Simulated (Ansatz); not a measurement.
# What InH (model cell, started as rocksalt type) distorts into

Aim: this structure of InH (model cell, started as rocksalt type) is to be tested for unstable modes, and one is followed downhill.

Method: DFT PBE, scalar-relativistic, plane waves, PAW, in Ansatz 0.2.0.

The structure was built from a prototype and need not be the compound's stable phase.

## 1. Starting point

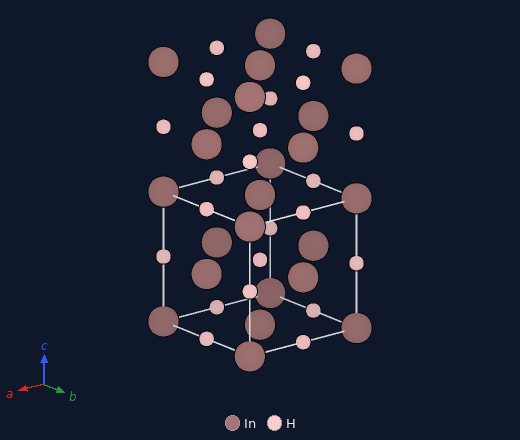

The cell as given, from a free direction (indium brown, hydrogen pink). 1×1×2 cells are drawn. This picture shows the conventional cell, with its axes. Some periodic images of atoms are drawn too.

## 2. The dispersion

The cell comes from relaxations at this level that are not shown. Stability and thermal properties need the whole zone. Linear response on a 4×4×4 q mesh gives force constants as far as a supercell of that size would.

Input file input.yaml:

```yaml
crystal:
  lattice:
    - [0.0, 2.5135637442, 2.5135637442]
    - [2.5135637442, 0.0, 2.5135637442]
    - [2.5135637442, 2.5135637442, 0.0]
  atoms:
    - { symbol: In, position: [0.0, 0.0, 0.0] }
    - { symbol: H, position: [0.5, 0.5, 0.5] }
kpoints:
  mp_grid: { grid: [16, 16, 16] }
hamiltonian:
  xc: pbe
scf:
  occupations: { method: methfessel_paxton, width: 0.2 }
output:
  eigenvalues: true
phonons:
  method: dfpt
  qmesh: [4, 4, 4]
  temperatures: { t_max: 1000, t_step: 50 }
  qpath:
    path:
      - [[0.0, 0.0, 0.0], [0.5, 0.0, 0.5], [0.625, 0.25, 0.625]]
      - [[0.375, 0.375, 0.75], [0.0, 0.0, 0.0], [0.5, 0.5, 0.5], [0.5, 0.25, 0.75], [0.5, 0.0, 0.5]]
    npoints: 10
```

Run with:

```console
ansatz run input.yaml --threads 4 --pin off --max-ram 7168MiB --backend cpu --events-out ev --progress --plain --runs-dir out
```

Numbers of over 12 decimals in the logs are rounded to 6 here.

Output:

```text
Engine: ansatz 0.2.0, aarch64-unknown-linux-gnu
Pseudopotentials: kind: paw
Pseudopotential: In, paw, valence charge 13, recommended cutoff 420 eV (normal), In.paw.azcp
Pseudopotential: H, paw, valence charge 1, recommended cutoff 420 eV (normal), H.paw.azcp
Functional definition: PBE
  parameter kappa = 0.804
  parameter beta = 0.066725
  exchange = pbe_x(kappa = kappa, mu = beta*pi^2/3)
  correlation = pbe_c(beta = beta)
Crystal: 2 atoms, lattice volume = 31.761 Å³
Basis set: ecut = 420 eV, 609 PW (Γ), exchange–correlation on 48×48×48 points (8 copies of the dense FFT grid, shifted against one another)
Bands: 11, of which v1, the nominal top of the filled ones, is band 7 counted from 1 (6 counted from 0)
Symmetry: 48 space group operations
k-points: 145 of 4096
Non-local potential: In, projectors of the file, l = 0: 2, l = 1: 2, l = 2: 2, l = 3: 2
Non-local potential: H, projectors of the file, l = 0: 2, l = 1: 1
PAW form: soft (Blöchl's): semilocal exchange-correlation on the pseudo side does not see the compensation charge
PAW one-centre angular grid: In, 590 points (default); XC on 64 Gauss nodes
PAW one-centre angular grid: H, 110 points (default); XC on 64 Gauss nodes
Initial density: superposition of atomic densities (neutral atoms: chi_scale 0, normalization atom), corrected by the library's trained network
Initial wavefunctions: pseudopotential atomic-orbital guess
Functional: x = pbe(κ = 0.804, μ = 0.219515), c = pbe(β = 0.066725)
SCF iter   1: F=—  HF=-5612.741577 eV  |F-HF|=—  |Δ(HF+E_count)|=         —  Δρ=4.22e-3  dr2=6.12e-3  ethr=1.77e-3  ⟨swp⟩=4.8  Hψ=8473  notcnv=0
preconditioner: auto → none  [metal: Δε(μ)=0.133 eV  Ē_g=17.224 eV  σ=0.200 eV  W_gap=0.50  n_scr=8 (ndim 8)  ℏωp=24.7 eV  f_vac=0.000  D(μ)=0.58/eV (n_scr^D=0)  sad-step TF]
SCF iter   2: F=—  HF=-5612.739640 eV  |F-HF|=—  |Δ(HF+E_count)|=   1.94e-3  S|Δr|=    0.00e0  Δρ=2.07e-3  dr2=1.71e-3  ethr=4.37e-5  ⟨swp⟩=1.3  Hψ=2801  notcnv=0
SCF iter   3: F=—  HF=-5612.739222 eV  |F-HF|=—  |Δ(HF+E_count)|=   4.19e-4  S|Δr|=    0.00e0  Δρ=4.83e-4  dr2=4.20e-5  ethr=1.22e-5  ⟨swp⟩=1.9  Hψ=1738  notcnv=0
SCF iter   4: F=—  HF=-5612.739213 eV  |F-HF|=—  |Δ(HF+E_count)|=   8.41e-6  S|Δr|=    0.00e0  Δρ=1.29e-4  dr2=4.20e-6  ethr=3.00e-7  ⟨swp⟩=2.0  Hψ=2581  notcnv=0
SCF iter   5: F=—  HF=-5612.739211 eV  |F-HF|=—  |Δ(HF+E_count)|=   1.94e-6  S|Δr|=    0.00e0  Δρ=5.92e-5  dr2=6.48e-7  ethr=3.00e-8  ⟨swp⟩=2.0  Hψ=2400  notcnv=0
SCF iter   6: F=—  HF=-5612.739212 eV  |F-HF|=—  |Δ(HF+E_count)|=   1.15e-6  S|Δr|=    0.00e0  Δρ=2.36e-5  dr2=8.85e-8  ethr=4.63e-9  ⟨swp⟩=2.0  Hψ=2589  notcnv=0
SCF iter   7: F=—  HF=-5612.739212 eV  |F-HF|=—  |Δ(HF+E_count)|=   3.51e-8  S|Δr|=    0.00e0  Δρ=2.19e-6  dr2=6.76e-10  ethr=6.32e-10  ⟨swp⟩=2.0  Hψ=2313  notcnv=0
SCF iter   8: F=-5612.739212 eV  HF=-5612.739212 eV  |F-HF|=1.09e-11  |Δ(HF+E_count)|=  3.22e-10  S|Δr|=    0.00e0  Δρ=1.82e-7  dr2=7.46e-12  ethr=1.00e-12  ⟨swp⟩=5.1  Hψ=7579  notcnv=0
SCF 1 converged in 8 iterations: F = -5612.739212 eV  dr2 = 7.46e-12
  greatest PAW one-centre occupation: 0.983 electrons in one spin orbital (limit 2), on the In atom at site 0 (counted from 0), in its partial waves of l = 2
Initial density: read from a saved state, or passed on in memory by an earlier SCF of this step, an earlier step, the calling program or the single point that the run made first
iter 1 solved again at ethr=5.34e-8 eV; its pass at ethr=3.10e-3 eV (dr2=7.47e-6 eV) is discarded
SCF iter   1: F=—  HF=-5612.739211 eV  |F-HF|=—  |Δ(HF+E_count)|=         —  Δρ=6.51e-7  dr2=8.21e-11  ethr=5.34e-8  ⟨swp⟩=3.4  Hψ=13449  notcnv=0
eigensolver tolerance schedule: the retry pair's looser diagonalisation over-reported the residual by 90998.37 of it (diagonalisation noise at an unbounded share of the residual, at the tolerance the schedule requests for it); recorded, not acted on — ethr = c·dr2/N_el stays at c = 1.0e-1
preconditioner: auto → none  [metal: Δε(μ)=0.129 eV  Ē_g=17.220 eV  σ=0.200 eV  W_gap=0.45  n_scr=8 (ndim 8)  ℏωp=24.7 eV  f_vac=0.000  D(μ)=0.55/eV (n_scr^D=0)]
SCF iter   2: F=—  HF=-5612.739212 eV  |F-HF|=—  |Δ(HF+E_count)|=   1.63e-6  S|Δr|=    0.00e0  Δρ=4.58e-7  dr2=4.66e-11  ethr=1.00e-12  ⟨swp⟩=2.9  Hψ=3274  notcnv=0
SCF iter   3: F=-5612.739212 eV  HF=-5612.739212 eV  |F-HF|=4.55e-12  |Δ(HF+E_count)|=  2.27e-11  S|Δr|=    0.00e0  Δρ=1.94e-7  dr2=7.49e-12  ethr=1.00e-12  ⟨swp⟩=2.6  Hψ=5979  notcnv=0
SCF 2 converged in 3 iterations: F = -5612.739212 eV  dr2 = 7.49e-12
phonons: the bands overlap, so this run is a metal and interpolates without the dipole-dipole term. If the crystal is really an insulator or semiconductor, its LO-TO splitting is missing
NSCF: frozen V_eff on 145 k-points
NSCF: frozen V_eff on 349 k-points
DFPT response loops at q = (0, 0, 0) (fractional): preconditioner auto → Kerker (q_TF=auto, 2.380 Å⁻¹) (partly filled bands, converged f_vac=0.000); β = 1.00, the filter's whole step (`scf.mixing.beta` (0.50) is not read by the response loops under this deck's `scf.mixing.preconditioner`; to damp them name `kerker` or `kerker_dos`, under which they read `scf.mixing.beta`, and type it under 1.00, their step now; both keys bind the ground state too); Broyden in place of MSR1
NSCF: frozen V_eff on 4352 k-points
DFPT response loops at q = (0, 0, 0.25) (fractional): mixed as the last ones told, above
NSCF: frozen V_eff on 2196 k-points
DFPT response loops at q = (0, 0, -0.5) (fractional): mixed as the last ones told, above
NSCF: frozen V_eff on 2320 k-points
DFPT response loops at q = (0, 0.25, 0.25) (fractional): mixed as the last ones told, above
NSCF: frozen V_eff on 8192 k-points
DFPT response loops at q = (0, 0.25, -0.5) (fractional): mixed as the last ones told, above
NSCF: frozen V_eff on 4352 k-points
DFPT response loops at q = (0, 0.25, -0.25) (fractional): mixed as the last ones told, above
NSCF: frozen V_eff on 1242 k-points
DFPT response loops at q = (0, -0.5, -0.5) (fractional): mixed as the last ones told, above
NSCF: frozen V_eff on 2320 k-points
DFPT response loops at q = (0.25, -0.5, -0.25) (fractional): mixed as the last ones told, above
SCF converged after 8 iterations
Stability not checked: this state was not tested for a lower state beside it, because cold or Methfessel-Paxton smearing, or corrected tetrahedra, fill the levels in a way that the test cannot read (fill_not_monotonic; see scf.lower_state_search)
Free energy (F): -5612.739212 eV
Harris-Foulkes:  -5612.739212 eV  (|F-HF|=1.09e-11)
Internal energy: -5612.739613 eV  (E = F + TS)
E sigma→0 (E₀):  -5612.739313 eV
Entropy (-TS):   0.000400 eV (0.200 meV/atom)
Fermi energy:    8.425750 eV
--- Per-component energies (eV) ---
  E_band       = -42.429776
  E_kinetic    = 252.661976
  E_local      = -1145.950645  (includes V_loc(G=0)·N_el)
  E_nonlocal   = 367.495247
  E_hartree    = 446.169045
  E_xc         = -224.433510
  E_vxc        = -110.792293  (∫ρ·V_xc dr)
  E_paw        = -4151.812154  (= ΣΔE_a)
  E_vpaw       = -298.181295  (= ΣTr[D̂ρ^β])
  E_aug_tail   = -0.000963  (compensation charges beyond the density's cutoff)
  E_ewald      = -1156.868610
  E_smearing   = 0.000400  (= −TS)
  E_closure    = 0.000000  (closes the sum)
  Σ components = -5612.739212   (vs F -5612.739212, Δ=0.00e0)
--- Band table (eV; the first three rows and the last of 145) ---
  k-point 0: bands = [... 3 lower, -5.9665, -5.9665, -1.3095, 11.9199, 16.5562, 16.5562, 16.5562, 19.3733]
  k-point 1: bands = [... 3 lower, -5.9672, -5.9672, -1.2374, 11.6814, 16.1758, 16.4676, 16.4676, 19.0113]
  k-point 2: bands = [... 3 lower, -5.9673, -5.9673, -1.0206, 10.9872, 15.3284, 16.2498, 16.2498, 19.0343]
  k-point 144: bands = [... 3 lower, -5.9386, -5.8521, 4.9695, 6.0450, 8.0498, 8.0498, 15.9025, 20.8218]
--- Phonons (Γ-DFPT): 2 representative perturbations + reference (Σ response iterations 6) ---
  ASR residual: 4.168e-5 → 0.000e0 eV/Å²; symmetrization residual: 4.487e-7 eV/Å²
  ASR residual per site (eV/Å²): 4.17e-5 1.01e-5
  Γ frequencies (cm⁻¹): -298.63 -298.63 -298.63 0.00 0.00 0.00
--- Phonons (arbitrary-q DFPT): 8 irreducible q on the 4×4×4 mesh ---
  q = [0.0000, 0.0000, 0.0000] (star 1, of the zone-centre solve; hermiticity 2.74e-6, symmetrization 5.73e-11): -298.63 -298.63 -298.63 -0.00 -0.00 0.00
  q = [0.0000, 0.0000, 0.2500] (star 8, 2 solved perturbations on 2176 of 4096 k-point pairs; hermiticity 8.82e-7, symmetrization 6.50e-8): -459.86 -290.22 -290.22 19.04 19.04 67.53
  q = [0.0000, 0.0000, -0.5000] (star 4, 2 solved perturbations on 1098 of 4096 k-point pairs; hermiticity 6.26e-9, symmetrization 4.05e-9): -903.94 -232.64 -232.64 -20.28 -20.28 105.74
  q = [0.0000, 0.2500, 0.2500] (star 6, 4 solved perturbations in 3616 linear systems a pass and spin channel, the states on 1160 of 4096 k-point pairs; hermiticity 4.19e-7, symmetrization 2.87e-8): -502.49 -502.49 -324.78 36.38 36.38 75.15
  q = [0.0000, 0.2500, -0.5000] (star 24, 4 solved perturbations in 12544 linear systems a pass and spin channel, the states on 4096 of 4096 k-point pairs; hermiticity 3.06e-7, symmetrization 4.94e-8): -704.43 -430.63 -316.38 38.67 57.51 90.12
  q = [0.0000, 0.2500, -0.2500] (star 12, 4 solved perturbations in 6672 linear systems a pass and spin channel, the states on 2176 of 4096 k-point pairs; hermiticity 2.24e-7, symmetrization 4.79e-8): -550.07 -538.44 -253.20 29.80 59.81 87.60
  q = [0.0000, -0.5000, -0.5000] (star 3, 4 solved perturbations in 1940 linear systems a pass and spin channel, the states on 621 of 4096 k-point pairs; hermiticity 1.56e-7, symmetrization 1.60e-8): -928.84 -536.73 -536.73 58.72 58.72 90.12
  q = [0.2500, -0.5000, -0.2500] (star 6, 4 solved perturbations in 3498 linear systems a pass and spin channel, the states on 1160 of 4096 k-point pairs; hermiticity 1.12e-7, symmetrization 1.52e-8): -700.30 -700.30 -507.86 55.38 79.08 79.08
  sum rule: each row above includes the acoustic sum rule's correction from the zone centre's row sums; it moved no ω² by more than (1.65 cm⁻¹)²
  mesh force constants: q→R imaginary residual 1.05e-18; ASR residual 4.168e-5 → 0.000e0 eV/Å²; symmetrization residual 8.882e-16 eV/Å²
  interpolated dispersion: 62 rows × 6 modes
  density of states and harmonic sums: on the 24×24×24 q-mesh, interpolated from the force constants of a 4×4×4 supercell (no non-analytic term)
  largest difference from the sums on the solved wave vectors: F 4.05e-2 eV, S 5.14e-5 and C_V 1.09e-5 eV/K
  zero-point energy: 0.010478 eV/cell   skipped modes (ω ≤ 0): 1275, of them read as no rigid motion or as one in doubt: 1272 (3.046e0 modes/cell left out, lowest -928.84 cm⁻¹)   left out of the sums: 5.08e-1 of the cell's modes: C_V's classical limit lies that fraction below 3 k_B per atom; for a crystal, a wire or a layer, F and S can be off by more, and a phonons.interpolated_qmesh denser along its periods is the remedy for the sampling
```

Run time: 3.2 min. Hardware: 4 threads of Arm Neoverse V2, shared host; peak memory 3.4 GiB.

Numbers from this step:

```
volume per atom                                         : 15.88 Å³
gap on the k-mesh                                       : 0 eV
sum-rule residual before enforcement                    : 4.17e-5 eV/Å²
lowest frequency on the path                            : -928.8 cm⁻¹
point group                                             : m-3m
highest frequency on the path or at a solved wavevector : 105.7 cm⁻¹
highest optical mode at the zone centre (no LO-TO term) : -298.6 cm⁻¹
lowest optical zone-centre mode                         : -298.6 cm⁻¹
lowest mode on the q mesh (acoustic modes at Γ apart)   : -928.8 cm⁻¹
```

Frequencies (cm⁻¹) solved at each irreducible wavevector; negative means imaginary. Frequencies by wavevector, by row:

```csv
q in reciprocal lattice units,star,mode 1,mode 2,mode 3,mode 4,mode 5,mode 6
0 0 0,1,-298.6,-298.6,-298.6,0,0,0
0 0 0.25,8,-459.9,-290.2,-290.2,19,19,67.5
0 0 -0.5,4,-903.9,-232.6,-232.6,-20.3,-20.3,105.7
0 0.25 0.25,6,-502.5,-502.5,-324.8,36.4,36.4,75.2
0 0.25 -0.5,24,-704.4,-430.6,-316.4,38.7,57.5,90.1
0 0.25 -0.25,12,-550.1,-538.4,-253.2,29.8,59.8,87.6
0 -0.5 -0.5,3,-928.8,-536.7,-536.7,58.7,58.7,90.1
0.25 -0.5 -0.25,6,-700.3,-700.3,-507.9,55.4,79.1,79.1
```

Interpolated from a 4×4×4 q mesh. The phonon branches at the labelled points (cm⁻¹):

```csv
point,branch 1,branch 2,branch 3,branch 4,branch 5,branch 6
Γ,-299,-299,-299,0,0,0
X,-929,-537,-537,59,59,90
U,-761,-570,-396,47,73,86
jump to K,-761,-570,-396,47,73,86
Γ,-299,-299,-299,0,0,0
L,-904,-233,-233,-20,-20,106
W,-700,-700,-508,55,79,79
X,-929,-537,-537,59,59,90
```

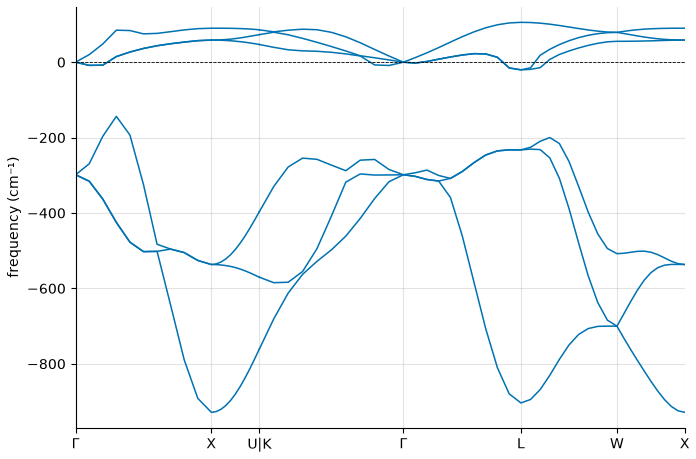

Phonon branches along the path.

Symmetry leaves 8 wavevectors to solve. The lowest mode among them, the acoustic zeros apart, lies at q = (0, -0.5, -0.5) and is imaginary, 928.8i cm⁻¹, so the energy falls along it.

## 3. The mode frozen in, largest atomic shift 0 Å

The mode followed lies at q = (0, -0.5, -0.5) with frequency 928.8i cm⁻¹, the softest among the wavevectors solved. At small amplitude the distorted cell has space group no. 129 by a symmetry search on the positions. The undistorted cell that holds it gives the zero of energy on the same k mesh.

System of this step: InH (model cell, started as rocksalt type). Symmetry: Fm-3m, No. 225, cubic system. The conventional cell has a = 5.027 Å, b = 5.027 Å, c = 5.027 Å, α = 90.00°, β = 90.00°, γ = 90.00°. In has 6 H at 2.51 Å nearest. H has 6 In at 2.51 Å nearest. Farther neighbours are not listed.

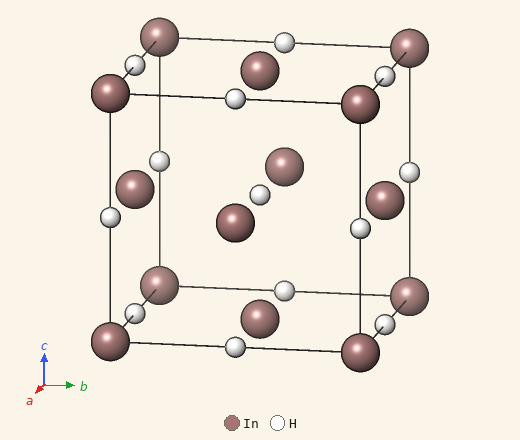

The cell of this step (indium brown, hydrogen white). Some periodic images of atoms are drawn too.

Input file input.yaml:

```yaml
crystal:
  lattice:
    - [0.0, -2.5135637442, -2.5135637442]
    - [0.0, 2.5135637442, -2.5135637442]
    - [5.0271274884, 0.0, 0.0]
  atoms:
    - { symbol: In, position: [0.5, 0.5, 0.5] }
    - { symbol: In, position: [0.0, 0.0, 0.0] }
    - { symbol: H, position: [0.5, 0.5, 0.0] }
    - { symbol: H, position: [0.0, 0.0, 0.5] }
kpoints:
  mp_grid: { grid: [12, 12, 8] }
hamiltonian:
  xc: pbe
scf:
  occupations: { method: methfessel_paxton, width: 0.2 }
output:
  forces: true
  stress: true
  eigenvalues: true
```

Output:

```text
[...]
Crystal: 4 atoms, lattice volume = 63.523 Å³
Basis set: ecut = 420 eV, 1245 PW (Γ), exchange–correlation on 48×48×72 points (8 copies of the dense FFT grid, shifted against one another)
Bands: 18, of which v1, the nominal top of the filled ones, is band 14 counted from 1 (13 counted from 0)
Symmetry: 32 space group operations
[...]
k-points: 140 of 1152
[...]
k-point 0: bands = [... 10 lower, -1.3141, 4.0994, 6.3140, 8.8942, 11.4107, 11.4107, 11.9009, 15.1037, ... 4 higher]
  k-point 1: bands = [... 10 lower, -1.2178, 3.3591, 7.1827, 9.0138, 11.5251, 11.5251, 11.6123, 15.1744, ... 4 higher]
  k-point 2: bands = [... 10 lower, -0.9270, 2.2012, 8.4714, 9.6252, 10.9760, 11.8644, 11.8644, 15.0978, ... 4 higher]
  k-point 139: bands = [... 10 lower, 4.9536, 4.9536, 6.0463, 6.0463, 8.0488, 8.0488, 8.0488, 8.0488, ... 4 higher]
[key lines of the parts left out:]
SCF converged after 6 iterations
Free energy (F): -11225.476296 eV
Fermi energy:    8.407841 eV
P = ⅓ Tr σ = -0.1023 GPa (-1.023 kbar)
```

Run time: 2.1 s. Hardware: 4 threads; peak memory 0.44 GiB; 7.7 s of CPU time.

Numbers from this step:

| Property | Result |
| --- | --- |
| pressure | -0.1023 GPa |
| energy from the undistorted cell | 0 meV/atom |

The run ends at a pressure of -0.10 GPa.

## 4. The mode frozen in, largest atomic shift 0.6 Å

The atoms are moved along the unstable eigenvector, the largest shift by 0.6 Å, with the cell fixed.

input.yaml, the sections that differ from step 3:

```yaml
crystal:
  lattice:
    - [0.0, -2.5135637442, -2.5135637442]
    - [0.0, 2.5135637442, -2.5135637442]
    - [5.0271274884, 0.0, 0.0]
  atoms:
    - { symbol: In, position: [0.5, 0.5, 0.5000187226] }
    - { symbol: In, position: [0.0, 0.0, -1.87226e-05] }
    - { symbol: H, position: [0.5, 0.5, 0.1193524535] }
    - { symbol: H, position: [0.0, 0.0, 0.3806475465] }
# kpoints, hamiltonian, scf, output: as in step 3
```

Output:

```text
[...]
Crystal: 4 atoms, lattice volume = 63.523 Å³
Basis set: ecut = 420 eV, 1245 PW (Γ), exchange–correlation on 48×48×72 points (8 copies of the dense FFT grid, shifted against one another)
Bands: 18, of which v1, the nominal top of the filled ones, is band 14 counted from 1 (13 counted from 0)
Symmetry: 16 space group operations
[...]
k-points: 140 of 1152
[...]
k-point 0: bands = [... 10 lower, -1.5485, 4.9962, 5.3381, 7.5077, 11.3795, 11.3795, 14.6846, 15.0612, ... 4 higher]
  k-point 1: bands = [... 10 lower, -1.4710, 3.7394, 6.6490, 7.6374, 11.4929, 11.4929, 14.2007, 15.1310, ... 4 higher]
  k-point 2: bands = [... 10 lower, -1.2486, 2.5301, 7.2718, 8.7566, 11.8275, 11.8275, 13.5487, 15.2059, ... 4 higher]
  k-point 139: bands = [... 10 lower, 3.8773, 3.8773, 6.9486, 6.9486, 7.8230, 7.8230, 8.2904, 8.2904, ... 4 higher]
[key lines of the parts left out:]
SCF converged after 7 iterations
Free energy (F): -11225.825764 eV
Fermi energy:    8.298006 eV
P = ⅓ Tr σ = 1.7735 GPa (17.735 kbar)
```

The job ended after 2.3 s (4 threads; peak memory 0.44 GiB; 8.5 s of CPU time).

Numbers from this step:

```yaml
pressure: 1.774 GPa
energy_from_the_undistorted_cell: -87.18 meV/atom
```

The energy, extrapolated to zero smearing, is -87.18 meV/atom against the undistorted cell.

The run ends at a pressure of 1.77 GPa, with forces up to 0.80 eV/Å.

## 5. Energy along the mode, all amplitudes (two of the runs are shown above)

An imaginary frequency means negative curvature, so the energy should fall and then rise again as anharmonic terms take over.

Numbers from this step:

```yaml
depth_at_the_lowest_point_sampled: 87.18 meV/atom
largest_atomic_shift_at_that_point: 0.6 Å
```

Energy from the parent against largest atomic shift:

```csv
largest atomic shift (Å),energy from the parent (meV/atom)
0.000,0
0.040,-1.21
0.080,-4.93
0.140,-14.6
0.220,-32.5
0.320,-57.3
0.450,-83.0
0.600,-87.2
```

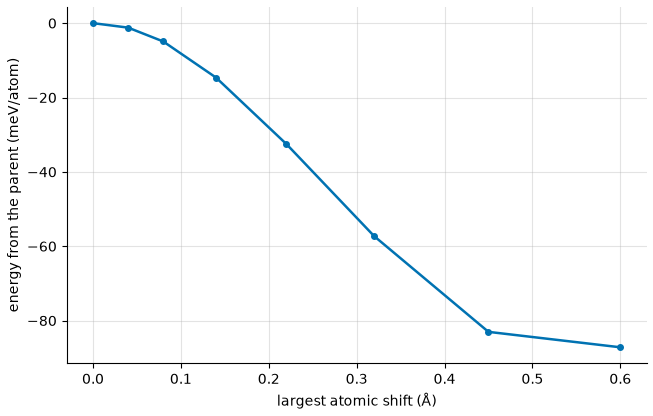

Energy from the parent, plotted against largest atomic shift.

Displacement at unit largest shift by atom:

```csv
atom,x (Å),y (Å),z (Å),size
In1,0.00,0.00,0.00,0.00
In2,0.00,0.00,0.00,0.00
H3,1.00,0.00,0.00,1.00
H4,-1.00,0.00,0.00,1.00
```

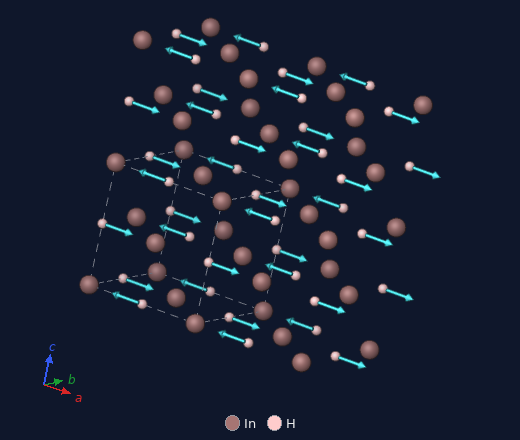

Displacement at unit largest shift as arrows, the longest 1 Å. 2×1×2 conventional cells are drawn. Some periodic images of atoms are drawn too.

The lowest of the steps tried is the last one, at 0.6 Å, 87.2 meV/atom below the parent; the bottom of the well need not coincide with a step.

(Part 1 of 2 ends here.)

[Logs are printed without paths, hosts, clocks, repeated set-up lines and the standing remarks that a program may print on its own settings, such as how far it seeks lower states.]

[Hosts, paths, dates, database ids (printed as entryN), source tags and the programs' standing remarks are cut or masked in the printed files.]
